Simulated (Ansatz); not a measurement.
```csv
atom,x (Å),y (Å),z (Å)
C,-1.1734,-2.0946,-0.3586
C,-0.5034,-1.0586,-0.8993
C,-1.1140,0.2139,-1.4048
C,-1.9730,1.2969,1.3793
F,-1.3897,3.0146,-0.8407
Si,-0.9122,1.6036,-0.1317
H,-0.6459,-2.9816,0.0241
H,-2.2743,-2.0957,-0.2890
H,0.6004,-1.1126,-0.9412
H,-0.6340,0.5488,-2.3496
H,-2.2004,0.0935,-1.6049
H,0.5390,1.7642,0.2295
H,-1.6996,0.3263,1.8412
H,-3.0462,1.2559,1.1023
H,-1.8403,2.0939,2.1377
```

Geometry: PBE-D3(BJ)/def2-SVP.

Method: isolated molecule in a Gaussian basis; Kohn-Sham density functional theory, functional PBE0 (Ansatz).

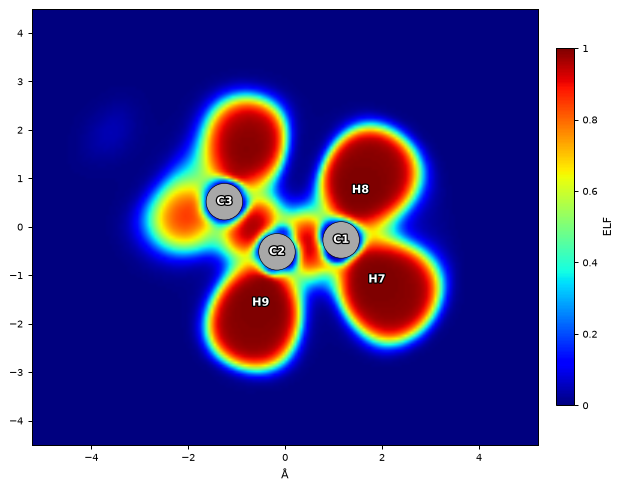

C₄H₉FSi. ELF on the plane of atoms C1, C2 and C3. Grey discs cover the atomic cores.

> Interpret the plot.

- The plane passes through C and H nuclei.
- C–C (1.35 Å): the ELF peaks at about 0.90 between the atoms: a covalent bond.
- C–H (1.10 Å): the ELF climbs to about 1 towards the hydrogen, as it does in any bond to H; a covalent bond by its length.
- C–C (1.50 Å): the ELF peaks at about 0.95 between the atoms (a shared electron pair).
